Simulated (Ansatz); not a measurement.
# BSiH₂ (quartet): B2PLYP, RPA-PBE over vertical spin and charge gaps, 6-31G

Aim: run BSiH₂ (quartet) with these functionals over vertical spin and charge gaps, and hold them against the top wave-function level at the same points.

Method: 6-31G, all electrons in the functionals, frozen cores in the correlation of double hybrids and RPA; program: Ansatz 0.2.0, Gaussian basis.

The runs, in order: B2PLYP, RPA-PBE, at charge 0, quartet; charge 0, doublet; charge 0, sextet; charge 1, triplet; charge 1, quintet.

13 further runs of the same task are left out: 4 that didn't finish, 9 set aside as unsound or not needed.

### 1 The geometry

The geometry is a PBE0/def2-TZVP stationary point (not a proven minimum).

4 atoms, charge 0, spin multiplicity 4.

Atoms are counted from 1 here; the program's logs count them from 0.

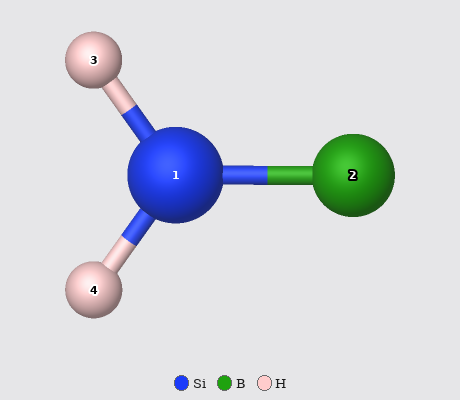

The structure; silicon blue, boron green, hydrogen pink; atoms are numbered from 1 in the order of the file.

No dispersion term is added.

The geometry shown and the zero of energy belong to the point charge 0, quartet. The yardstick, FCI, and other wave-function levels (R restricted, U unrestricted, valence and pair active spaces) come from earlier runs.

### 2 B2PLYP, charge 0, quartet

in.yaml

```yaml
crystal:
  periodic: [false, false, false]
  atoms:
    - {symbol: Si, position_ang: [0.000000, 0.000000, 0.451790]}
    - {symbol: B, position_ang: [0.000000, 0.000000, -1.418773]}
    - {symbol: H, position_ang: [0.000000, 1.212692, 1.314369]}
    - {symbol: H, position_ang: [0.000000, -1.212692, 1.314369]}
basis:
  gaussian: {orbitals: 6-31G}
magnetization: {spin_polarized: true, initial_magnetization: 3}
hamiltonian: {xc: {name: B2PLYP}}
correlation: {electrons: outside_noble_gas}
```

Run with:

```bash
> ansatz run in.yaml --threads 1 --pin off --events-out ev --progress --plain --max-ram 2393MiB
```

Output:

```text
Functional definition: B2PLYP
  name "B2PLYP"
  cite "Grimme, J. Chem. Phys. 124, 034108 (2006) doi:10.1063/1.2148954"
  cite "Becke, Phys. Rev. A 38, 3098 (1988) doi:10.1103/PhysRevA.38.3098"
  cite "Lee, Yang & Parr, Phys. Rev. B 37, 785 (1988) doi:10.1103/PhysRevB.37.785"
  parameter a = 0.53
  parameter c = 0.27
  exchange = (1 - a)*b88_x + a*exact_x
  correlation = (1 - c)*lyp_c + c*(mp2_os + mp2_ss)
330 factors; integrals over basis functions are off by at most 2.0e-4 eV
mean field evaluation 1: about -8572.8170 eV, gradient 4.7e0 eV
mean field evaluation 2: about -8572.8697 eV, gradient 4.7e0 eV
mean field evaluation 4: about -8573.4554 eV, gradient 8.7e-1 eV
mean field evaluation 8: about -8573.4710 eV, gradient 2.4e-2 eV
mean field evaluation 16: about -8573.4710 eV, gradient 2.7e-5 eV
mean field -8573.47103789 eV, -315.0692493351 hartree, gradient 7.7e-6 eV, S^2 3.751384; 2 other end points of the search recorded, 0 dependent functions left out
6 core orbitals not correlated: weight in the atoms' cores, before any rotation towards them, 1.000 or more for the frozen orbitals, at most 0.000 for the correlated occupied ones
reference -8573.47116433 eV, -315.0692539815 hartree; 6, 3 occupied and 14, 17 virtual orbitals, 330 factors
second order -2.41957305 eV of doubles, -0.00000000 eV of singles
Total energy: -8574.12444905 eV, -315.0932617523 hartree
```

Run time: 0.81 s. Hardware: 1 thread of Intel Xeon Platinum 8488C, shared host.

From the report: ⟨S²⟩ of the determinant 3.751 (pure quartet: 3.75).

### 3 B2PLYP, charge 0, doublet

Changes to in.yaml since step 2:

```diff
@@ -9,3 +9,3 @@
   gaussian: {orbitals: 6-31G}
-magnetization: {spin_polarized: true, initial_magnetization: 3}
+magnetization: {spin_polarized: true, initial_magnetization: 1}
 hamiltonian: {xc: {name: B2PLYP}}
```

The command is unchanged.

Output:

```text
Functional definition: B2PLYP
  name "B2PLYP"
  cite "Grimme, J. Chem. Phys. 124, 034108 (2006) doi:10.1063/1.2148954"
  cite "Becke, Phys. Rev. A 38, 3098 (1988) doi:10.1103/PhysRevA.38.3098"
  cite "Lee, Yang & Parr, Phys. Rev. B 37, 785 (1988) doi:10.1103/PhysRevB.37.785"
  parameter a = 0.53
  parameter c = 0.27
  exchange = (1 - a)*b88_x + a*exact_x
  correlation = (1 - c)*lyp_c + c*(mp2_os + mp2_ss)
330 factors; integrals over basis functions are off by at most 2.0e-4 eV
mean field evaluation 1: about -8572.9863 eV, gradient 3.6e0 eV
mean field evaluation 2: about -8573.0239 eV, gradient 3.6e0 eV
mean field evaluation 4: about -8573.2134 eV, gradient 5.9e-1 eV
mean field evaluation 8: about -8573.2237 eV, gradient 1.3e-2 eV
mean field evaluation 16: about -8573.2237 eV, gradient 1.8e-5 eV
mean field evaluation 32: about -8573.4729 eV, gradient 1.9e-4 eV
mean field evaluation 64: about -8573.6470 eV, gradient 1.3e0 eV
mean field -8573.67778446 eV, -315.0768471314 hartree, gradient 2.7e-6 eV, S^2 0.932503; 8 other end points of the search recorded, 0 dependent functions left out
6 core orbitals not correlated: weight in the atoms' cores, before any rotation towards them, 1.000 or more for the frozen orbitals, at most 0.000 for the correlated occupied ones
reference -8573.67791300 eV, -315.0768518552 hartree; 5, 4 occupied and 15, 16 virtual orbitals, 330 factors
second order -3.04847129 eV of doubles, -0.00000000 eV of singles
Total energy: -8574.50100025 eV, -315.1070997536 hartree
```

It took 3.1 s on 1 thread of Intel Xeon Platinum 8488C, shared host.

From the report: ⟨S²⟩ of the determinant 0.933 (pure doublet: 0.75).

From charge 0, quartet: -8.7 kcal/mol.

### 4 B2PLYP, charge 0, sextet

Changes to in.yaml since step 3:

```diff
@@ -9,3 +9,3 @@
   gaussian: {orbitals: 6-31G}
-magnetization: {spin_polarized: true, initial_magnetization: 1}
+magnetization: {spin_polarized: true, initial_magnetization: 5}
 hamiltonian: {xc: {name: B2PLYP}}
```

The command is unchanged.

Output:

```text
Functional definition: B2PLYP
  name "B2PLYP"
  cite "Grimme, J. Chem. Phys. 124, 034108 (2006) doi:10.1063/1.2148954"
  cite "Becke, Phys. Rev. A 38, 3098 (1988) doi:10.1103/PhysRevA.38.3098"
  cite "Lee, Yang & Parr, Phys. Rev. B 37, 785 (1988) doi:10.1103/PhysRevB.37.785"
  parameter a = 0.53
  parameter c = 0.27
  exchange = (1 - a)*b88_x + a*exact_x
  correlation = (1 - c)*lyp_c + c*(mp2_os + mp2_ss)
330 factors; integrals over basis functions are off by at most 2.0e-4 eV
mean field evaluation 1: about -8563.9826 eV, gradient 1.2e1 eV
mean field evaluation 2: about -8564.0680 eV, gradient 1.2e1 eV
mean field evaluation 4: about -8565.7704 eV, gradient 1.2e0 eV
mean field evaluation 8: about -8565.8083 eV, gradient 1.9e-2 eV
mean field evaluation 16: about -8565.8083 eV, gradient 6.4e-6 eV
mean field evaluation 32: about -8566.3749 eV, gradient 1.6e-6 eV
mean field -8566.37494702 eV, -314.8084728053 hartree, gradient 1.4e-6 eV, S^2 8.752970; 4 other end points of the search recorded, 0 dependent functions left out
6 core orbitals not correlated: weight in the atoms' cores, before any rotation towards them, 1.000 or more for the frozen orbitals, at most 0.000 for the correlated occupied ones
reference -8566.37507636 eV, -314.8084775586 hartree; 7, 2 occupied and 13, 18 virtual orbitals, 330 factors
second order -1.82602077 eV of doubles, -0.00000000 eV of singles
Total energy: -8566.86810197 eV, -314.8265959155 hartree
```

It took 2.5 s on 1 thread of Intel Xeon Platinum 8488C, shared host.

From the report: ⟨S²⟩ of the determinant 8.753 (pure sextet: 8.75).

From charge 0, quartet: +167.3 kcal/mol.

### 5 B2PLYP, charge 1, triplet

Changes to in.yaml since step 4:

```diff
@@ -9,3 +9,4 @@
   gaussian: {orbitals: 6-31G}
-magnetization: {spin_polarized: true, initial_magnetization: 5}
+total_charge: 1
+magnetization: {spin_polarized: true, initial_magnetization: 2}
 hamiltonian: {xc: {name: B2PLYP}}
```

Launched as before.

Output:

```text
Functional definition: B2PLYP
  name "B2PLYP"
  cite "Grimme, J. Chem. Phys. 124, 034108 (2006) doi:10.1063/1.2148954"
  cite "Becke, Phys. Rev. A 38, 3098 (1988) doi:10.1103/PhysRevA.38.3098"
  cite "Lee, Yang & Parr, Phys. Rev. B 37, 785 (1988) doi:10.1103/PhysRevB.37.785"
  parameter a = 0.53
  parameter c = 0.27
  exchange = (1 - a)*b88_x + a*exact_x
  correlation = (1 - c)*lyp_c + c*(mp2_os + mp2_ss)
330 factors; integrals over basis functions are off by at most 2.0e-4 eV
mean field evaluation 1: about -8565.0152 eV, gradient 8.1e0 eV
mean field evaluation 2: about -8565.0715 eV, gradient 8.1e0 eV
mean field evaluation 4: about -8566.0277 eV, gradient 1.1e0 eV
mean field evaluation 8: about -8566.0812 eV, gradient 7.5e-2 eV
mean field evaluation 16: about -8566.0814 eV, gradient 6.0e-5 eV
mean field -8566.08137667 eV, -314.7976842942 hartree, gradient 8.1e-6 eV, S^2 2.002129; 2 other end points of the search recorded, 0 dependent functions left out
6 core orbitals not correlated: weight in the atoms' cores, before any rotation towards them, 1.000 or more for the frozen orbitals, at most 0.000 for the correlated occupied ones
reference -8566.08150547 eV, -314.7976890273 hartree; 5, 3 occupied and 15, 17 virtual orbitals, 330 factors
second order -2.34797527 eV of doubles, -0.00000000 eV of singles
Total energy: -8566.71545879 eV, -314.8209863822 hartree
```

It took 0.88 s on 1 thread of Intel Xeon Platinum 8488C, shared host.

From the report: ⟨S²⟩ of the determinant 2.002 (pure triplet: 2.00).

From charge 0, quartet: +170.9 kcal/mol.

### 6 B2PLYP, charge 1, quintet

Changes to in.yaml since step 5:

```diff
@@ -10,3 +10,3 @@
 total_charge: 1
-magnetization: {spin_polarized: true, initial_magnetization: 2}
+magnetization: {spin_polarized: true, initial_magnetization: 4}
 hamiltonian: {xc: {name: B2PLYP}}
```

The command is unchanged.

Output:

```text
Functional definition: B2PLYP
  name "B2PLYP"
  cite "Grimme, J. Chem. Phys. 124, 034108 (2006) doi:10.1063/1.2148954"
  cite "Becke, Phys. Rev. A 38, 3098 (1988) doi:10.1103/PhysRevA.38.3098"
  cite "Lee, Yang & Parr, Phys. Rev. B 37, 785 (1988) doi:10.1103/PhysRevB.37.785"
  parameter a = 0.53
  parameter c = 0.27
  exchange = (1 - a)*b88_x + a*exact_x
  correlation = (1 - c)*lyp_c + c*(mp2_os + mp2_ss)
330 factors; integrals over basis functions are off by at most 2.0e-4 eV
mean field evaluation 1: about -8559.9171 eV, gradient 9.0e0 eV
mean field evaluation 2: about -8560.0039 eV, gradient 8.9e0 eV
mean field evaluation 4: about -8560.9750 eV, gradient 1.2e0 eV
mean field evaluation 8: about -8561.0097 eV, gradient 2.0e-2 eV
mean field evaluation 16: about -8561.0098 eV, gradient 4.4e-6 eV
mean field -8561.00975659 eV, -314.6113056939 hartree, gradient 1.2e-6 eV, S^2 6.021998; 4 other end points of the search recorded, 0 dependent functions left out
6 core orbitals not correlated: weight in the atoms' cores, before any rotation towards them, 1.000 or more for the frozen orbitals, at most 0.000 for the correlated occupied ones
reference -8561.00988337 eV, -314.6113103529 hartree; 6, 2 occupied and 14, 18 virtual orbitals, 330 factors
second order -2.03223950 eV of doubles, -0.00000000 eV of singles
Total energy: -8561.55858803 eV, -314.6314748774 hartree
```

Wall time 1 s (1 thread of Intel Xeon Platinum 8488C, shared host).

From the report: ⟨S²⟩ of the determinant 6.022 (pure quintet: 6.00).

From charge 0, quartet: +289.8 kcal/mol.

### 7 RPA-PBE, charge 0, quartet

Changes to in.yaml since step 6:

```diff
@@ -9,5 +9,4 @@
   gaussian: {orbitals: 6-31G}
-total_charge: 1
-magnetization: {spin_polarized: true, initial_magnetization: 4}
-hamiltonian: {xc: {name: B2PLYP}}
-correlation: {electrons: outside_noble_gas}
+magnetization: {spin_polarized: true, initial_magnetization: 3}
+hamiltonian: {xc: {name: PBE}}
+correlation: {method: rpa, electrons: outside_noble_gas}
```

The command is unchanged.

Output:

```text
Functional definition: PBE
  name "PBE"
  cite "Perdew, Burke & Ernzerhof, Phys. Rev. Lett. 77, 3865 (1996) doi:10.1103/PhysRevLett.77.3865"
  parent pbe
  parameter kappa = 0.804
  parameter beta = 0.06672455060314922
  exchange = pbe_x(kappa = kappa, mu = beta*pi^2/3)
  correlation = pbe_c(beta = beta)
330 factors; integrals over basis functions are off by at most 2.0e-4 eV
mean field evaluation 1: about -8573.5411 eV, gradient 7.1e0 eV
mean field evaluation 2: about -8573.5350 eV, gradient 7.1e0 eV
mean field evaluation 4: about -8573.9220 eV, gradient 3.2e0 eV
mean field evaluation 8: about -8574.0311 eV, gradient 1.1e-2 eV
mean field evaluation 16: about -8572.1316 eV, gradient 3.1e0 eV
mean field -8574.03111913 eV, -315.0898319411 hartree, gradient 4.6e-6 eV, S^2 3.750785; 0 other end points of the search recorded, 0 dependent functions left out
6 core orbitals not correlated: weight in the atoms' cores, before any rotation towards them, 1.000 or more for the frozen orbitals, at most 0.000 for the correlated occupied ones
reference -8559.06672946 eV, -314.5399007639 hartree; 6, 3 occupied and 14, 17 virtual orbitals, 330 factors
Total energy: -8563.53446836 eV, -314.7040871402 hartree
```

It took 0.57 s on 1 thread of Intel Xeon Platinum 8488C, shared host.

From the report: ⟨S²⟩ of the determinant 3.751 (pure quartet: 3.75).

### 8 RPA-PBE, charge 0, doublet

Changes to in.yaml since step 7:

```diff
@@ -9,3 +9,3 @@
   gaussian: {orbitals: 6-31G}
-magnetization: {spin_polarized: true, initial_magnetization: 3}
+magnetization: {spin_polarized: true, initial_magnetization: 1}
 hamiltonian: {xc: {name: PBE}}
```

The command is unchanged.

Output:

```text
Functional definition: PBE
  name "PBE"
  cite "Perdew, Burke & Ernzerhof, Phys. Rev. Lett. 77, 3865 (1996) doi:10.1103/PhysRevLett.77.3865"
  parent pbe
  parameter kappa = 0.804
  parameter beta = 0.06672455060314922
  exchange = pbe_x(kappa = kappa, mu = beta*pi^2/3)
  correlation = pbe_c(beta = beta)
330 factors; integrals over basis functions are off by at most 2.0e-4 eV
mean field evaluation 1: about -8573.2048 eV, gradient 8.0e0 eV
mean field evaluation 2: about -8573.1971 eV, gradient 8.1e0 eV
mean field evaluation 4: about -8574.0558 eV, gradient 5.8e0 eV
mean field evaluation 8: about -8574.4397 eV, gradient 1.3e-1 eV
mean field evaluation 16: about -8574.4397 eV, gradient 2.1e-5 eV
mean field evaluation 32: about -8569.4873 eV, gradient 1.3e1 eV
mean field evaluation 64: about -8573.6445 eV, gradient 3.1e-6 eV
mean field evaluation 96: about -8574.4393 eV, gradient 1.4e-1 eV
mean field evaluation 128: about -8574.4395 eV, gradient 5.6e-2 eV
mean field evaluation 160: about -8573.8799 eV, gradient 7.1e0 eV
mean field -8574.43972578 eV, -315.1048479585 hartree, gradient 2.0e-7 eV, S^2 0.784408; 16 other end points of the search recorded, 0 dependent functions left out
6 core orbitals not correlated: weight in the atoms' cores, before any rotation towards them, 1.000 or more for the frozen orbitals, at most 0.000 for the correlated occupied ones
reference -8558.56601936 eV, -314.5215000071 hartree; 5, 4 occupied and 15, 16 virtual orbitals, 330 factors
Total energy: -8564.00665886 eV, -314.7214398210 hartree
```

Run time: 6.5 s. Hardware: 1 thread of Intel Xeon Platinum 8488C, shared host.

From the report: ⟨S²⟩ of the determinant 0.784 (pure doublet: 0.75).

From charge 0, quartet: -10.9 kcal/mol.

### 9 RPA-PBE, charge 0, sextet

Changes to in.yaml since step 8:

```diff
@@ -9,3 +9,3 @@
   gaussian: {orbitals: 6-31G}
-magnetization: {spin_polarized: true, initial_magnetization: 1}
+magnetization: {spin_polarized: true, initial_magnetization: 5}
 hamiltonian: {xc: {name: PBE}}
```

The command is unchanged.

Output:

```text
Functional definition: PBE
  name "PBE"
  cite "Perdew, Burke & Ernzerhof, Phys. Rev. Lett. 77, 3865 (1996) doi:10.1103/PhysRevLett.77.3865"
  parent pbe
  parameter kappa = 0.804
  parameter beta = 0.06672455060314922
  exchange = pbe_x(kappa = kappa, mu = beta*pi^2/3)
  correlation = pbe_c(beta = beta)
330 factors; integrals over basis functions are off by at most 2.0e-4 eV
mean field evaluation 1: about -8564.2184 eV, gradient 1.5e1 eV
mean field evaluation 2: about -8564.2155 eV, gradient 1.5e1 eV
mean field evaluation 4: about -8566.5915 eV, gradient 6.2e0 eV
mean field evaluation 8: about -8566.9829 eV, gradient 7.3e-2 eV
mean field evaluation 16: about -8566.9818 eV, gradient 8.7e-5 eV
mean field evaluation 32: about -8565.6387 eV, gradient 9.1e0 eV
mean field evaluation 64: about -8566.9804 eV, gradient 3.2e-1 eV
mean field evaluation 96: about -8566.2848 eV, gradient 3.9e0 eV
mean field -8566.98183709 eV, -314.8307756041 hartree, gradient 2.0e-7 eV, S^2 8.751017; 6 other end points of the search recorded, 0 dependent functions left out
6 core orbitals not correlated: weight in the atoms' cores, before any rotation towards them, 1.000 or more for the frozen orbitals, at most 0.000 for the correlated occupied ones
reference -8552.75249169 eV, -314.3078568058 hartree; 7, 2 occupied and 13, 18 virtual orbitals, 330 factors
Total energy: -8556.81461080 eV, -314.4571369298 hartree
```

Wall time 2.2 s (1 thread of Intel Xeon Platinum 8488C, shared host).

From the report: ⟨S²⟩ of the determinant 8.751 (pure sextet: 8.75).

From charge 0, quartet: +155.0 kcal/mol.

### 10 RPA-PBE, charge 1, triplet

Changes to in.yaml since step 9:

```diff
@@ -9,3 +9,4 @@
   gaussian: {orbitals: 6-31G}
-magnetization: {spin_polarized: true, initial_magnetization: 5}
+total_charge: 1
+magnetization: {spin_polarized: true, initial_magnetization: 2}
 hamiltonian: {xc: {name: PBE}}
```

The command is unchanged.

Output:

```text
Functional definition: PBE
  name "PBE"
  cite "Perdew, Burke & Ernzerhof, Phys. Rev. Lett. 77, 3865 (1996) doi:10.1103/PhysRevLett.77.3865"
  parent pbe
  parameter kappa = 0.804
  parameter beta = 0.06672455060314922
  exchange = pbe_x(kappa = kappa, mu = beta*pi^2/3)
  correlation = pbe_c(beta = beta)
330 factors; integrals over basis functions are off by at most 2.0e-4 eV
mean field evaluation 1: about -8565.4710 eV, gradient 9.2e0 eV
mean field evaluation 2: about -8565.4627 eV, gradient 9.2e0 eV
mean field evaluation 4: about -8566.2940 eV, gradient 3.2e0 eV
mean field evaluation 8: about -8566.3998 eV, gradient 1.3e-2 eV
mean field evaluation 16: about -8564.4504 eV, gradient 5.3e0 eV
mean field -8566.39983584 eV, -314.8093874529 hartree, gradient 4.4e-6 eV, S^2 2.003162; 0 other end points of the search recorded, 0 dependent functions left out
6 core orbitals not correlated: weight in the atoms' cores, before any rotation towards them, 1.000 or more for the frozen orbitals, at most 0.000 for the correlated occupied ones
reference -8551.77161766 eV, -314.2718103500 hartree; 5, 3 occupied and 15, 17 virtual orbitals, 330 factors
Total energy: -8556.34051512 eV, -314.4397142348 hartree
```

It took 1.1 s on 1 thread of Intel Xeon Platinum 8488C, shared host.

From the report: ⟨S²⟩ of the determinant 2.003 (pure triplet: 2.00).

From charge 0, quartet: +165.9 kcal/mol.

### 11 RPA-PBE, charge 1, quintet

Changes to in.yaml since step 10:

```diff
@@ -10,3 +10,3 @@
 total_charge: 1
-magnetization: {spin_polarized: true, initial_magnetization: 2}
+magnetization: {spin_polarized: true, initial_magnetization: 4}
 hamiltonian: {xc: {name: PBE}}
```

Launched as before.

Output:

```text
Functional definition: PBE
  name "PBE"
  cite "Perdew, Burke & Ernzerhof, Phys. Rev. Lett. 77, 3865 (1996) doi:10.1103/PhysRevLett.77.3865"
  parent pbe
  parameter kappa = 0.804
  parameter beta = 0.06672455060314922
  exchange = pbe_x(kappa = kappa, mu = beta*pi^2/3)
  correlation = pbe_c(beta = beta)
330 factors; integrals over basis functions are off by at most 2.0e-4 eV
mean field evaluation 1: about -8559.7921 eV, gradient 1.3e1 eV
mean field evaluation 2: about -8559.7867 eV, gradient 1.3e1 eV
mean field evaluation 4: about -8561.2627 eV, gradient 4.1e0 eV
mean field evaluation 8: about -8561.4643 eV, gradient 1.2e-1 eV
mean field evaluation 16: about -8561.4645 eV, gradient 1.1e-6 eV
mean field evaluation 32: about -8558.8439 eV, gradient 7.1e-4 eV
mean field evaluation 64: about -8560.7156 eV, gradient 6.5e0 eV
mean field -8561.46445517 eV, -314.6280155586 hartree, gradient 7.5e-7 eV, S^2 6.006030; 9 other end points of the search recorded, 0 dependent functions left out
6 core orbitals not correlated: weight in the atoms' cores, before any rotation towards them, 1.000 or more for the frozen orbitals, at most 0.000 for the correlated occupied ones
reference -8546.97275631 eV, -314.0954554481 hartree; 6, 2 occupied and 14, 18 virtual orbitals, 330 factors
Total energy: -8551.37025087 eV, -314.2570603924 hartree
```

Wall time 2.4 s (1 thread of Intel Xeon Platinum 8488C, shared host).

From the report: ⟨S²⟩ of the determinant 6.006 (pure quintet: 6.00).

From charge 0, quartet: +280.5 kcal/mol.

### 12 Against the wave-function levels

The yardstick is full CI for this spin, exact in this basis with these frozen cores. It comes from earlier runs at the same points. Energies in kcal/mol, counted from charge 0, quartet; blanks weren't run or aren't comparable.

```csv
level,quartet to doublet,quartet to sextet,ionisation to the triplet cation,ionisation to the quintet cation
FCI,,154.7,167.1,282.7
B2PLYP,-8.7,167.3,170.9,289.8
RPA-PBE,-10.9,155.0,165.9,280.5
```

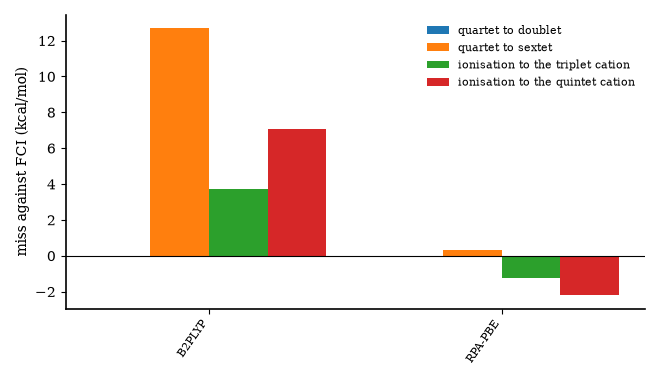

Misses of the gaps against FCI.

Largest miss and mean time a point (FCI took 81 s a point; shared hosts):

```csv
level,largest miss (kcal/mol),where,time a point
B2PLYP,+12.7,quartet to sextet,1.7 s
RPA-PBE,-2.2,ionisation to the quintet cation,2.6 s
```

### 13 Summary of results

```
                             quantity                                             value
               quartet to sextet, FCI                                    154.7 kcal/mol
ionisation to the triplet cation, FCI                                    167.1 kcal/mol
ionisation to the quintet cation, FCI                                    282.7 kcal/mol
                 largest miss, B2PLYP                +12.7 kcal/mol (quartet to sextet)
                largest miss, RPA-PBE  -2.2 kcal/mol (ionisation to the quintet cation)
```

Misses are known at 3 of 4 points at best, and only functionals with that many are ranked. Of the functionals, RPA-PBE keep the smallest largest miss at the points compared (at most 2.2 kcal/mol) and B2PLYP strays most (12.7 kcal/mol, at quartet to sextet). Functionals and the yardstick converge differently with the basis, so part of each miss in 6-31G is the basis.
